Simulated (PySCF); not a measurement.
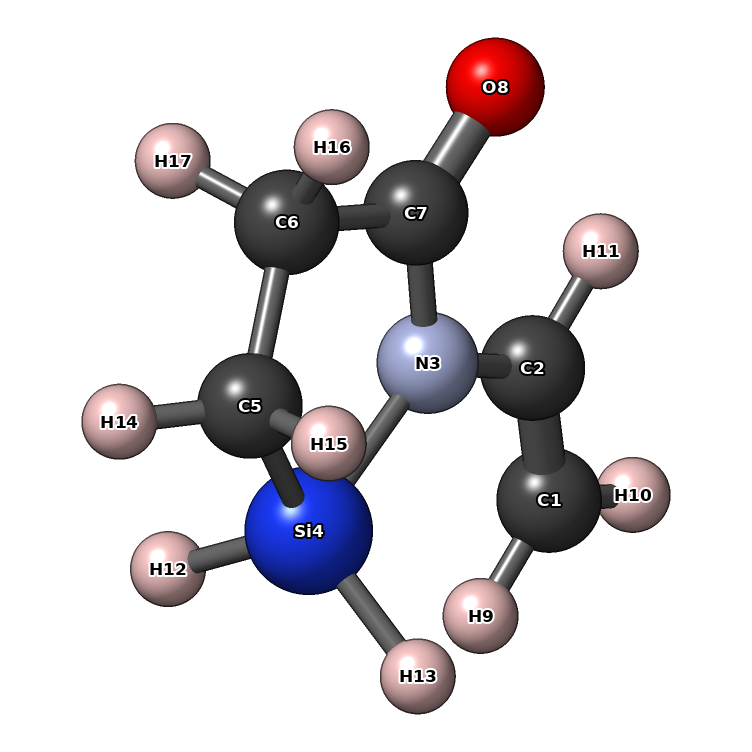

The thickness of each stick grows with its Mayer bond order. The computed structure is the end point of a GFN2-xTB optimisation. No frequency run is at hand to confirm it as a minimum. Level of theory: PBE0/pcSseg-1 (PySCF 2.14.0).

List the Mayer bond orders of C1–C2, C2–N3, N3–Si4, N3–C7, Si4–C5, C5–C6, C6–C7, C7–O8 (bonds between heavy atoms, one of each equivalent set).

| bond | Mayer order | length (Å) |
| --- | --- | --- |
| C1–C2 | 1.93 | 1.322 |
| C2–N3 | 0.98 | 1.389 |
| N3–Si4 | 0.83 | 1.749 |
| N3–C7 | 1.05 | 1.379 |
| Si4–C5 | 0.92 | 1.896 |
| C5–C6 | 1.02 | 1.527 |
| C6–C7 | 0.99 | 1.515 |
| C7–O8 | 1.95 | 1.208 |

The geometry is semi-empirical. Around Si such bond lengths and angles can be off by a tenth of an ångström or more and by several degrees, and values that hang on the shape move with them.
